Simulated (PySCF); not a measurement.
SMILES O[SiH](Br)Br (H2Br2OSi), singlet at its B3LYP/def2-SVP optimised geometry (Å):

```
6

Si    -0.6555    -0.6952     0.0000
O      0.9916    -0.6952     0.0000
Br    -1.4629     1.3904     0.0000
Br    -1.4621    -1.7640     1.7912
H     -1.0865    -1.3904    -1.2244
H      1.4629    -0.2795     0.7333
```

Method: PySCF 2.14.0 with B3LYP/def2-TZVP.

Map of the deformation density (molecule minus spherical neutral atoms) (e/bohr³) on the plane z = 1.2 Å:

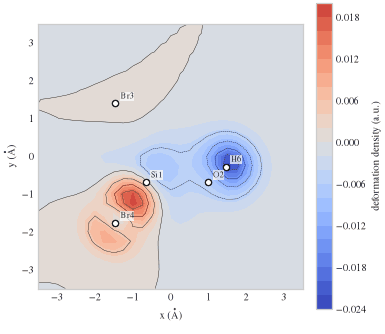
Figure: Deformation density (molecule minus spherical neutral atoms) (e/bohr³) on the plane z = 1.2 Å.
